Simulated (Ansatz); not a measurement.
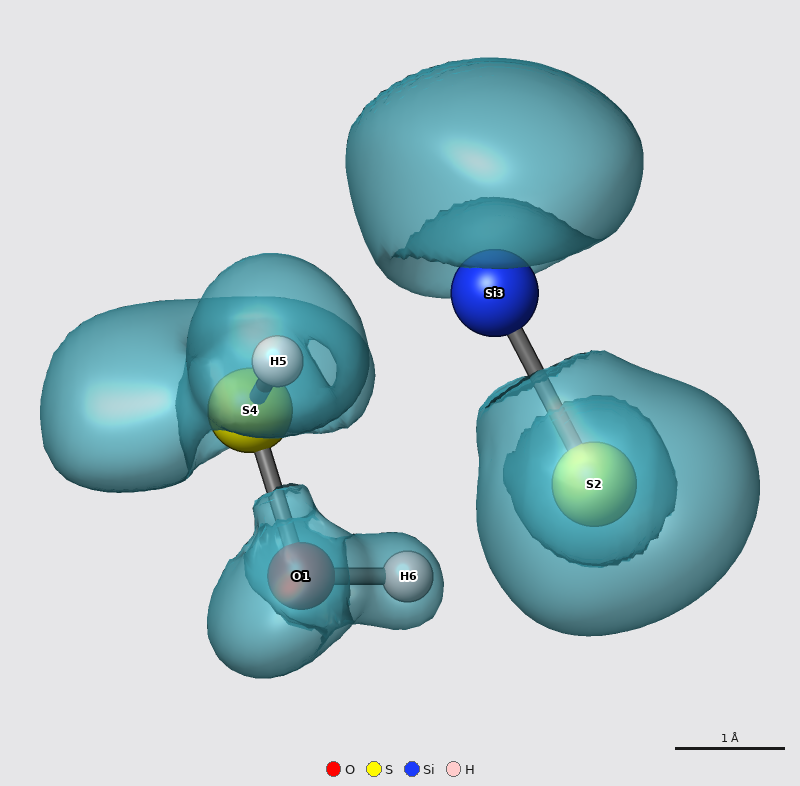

Figure. H₂OS₂Si. Isosurface of the ELF at 0.75 (cyan), seen at a tilt. Core shells and regions of very low density are left out.

Geometry: PBE0-D4/def2-TZVP.

These are results of RKS PBE0-D4/def2-TZVPP in Ansatz 0.2.0, not measurements.

```xyz
6

O    -0.4974   -1.0742    0.6654
S    -0.5630    0.3510   -1.9440
Si    0.4244    1.6848   -0.8546
S     0.2741    0.1815    1.2862
H     1.5695   -0.1740    1.0934
H    -0.6439   -0.8512   -0.3119
```

> Where are the electrons localised?

The surface consists of one region on S in which the atom's valence shell and bonds are merged, one lobe on Si, pointing away from the bonds (lone pairs), one joined region spread over several atoms (H, O), in which their bonds and any lone pairs are merged and one joined region spread over several atoms (H, S), in which their bonds and any lone pairs are merged. Profiles from the grid: S–O (1.60 Å): the ELF peaks at about 0.80 between the atoms: a polar covalent bond. Si–S (1.99 Å): the ELF peaks at about 0.85 between the atoms; a covalent bond.
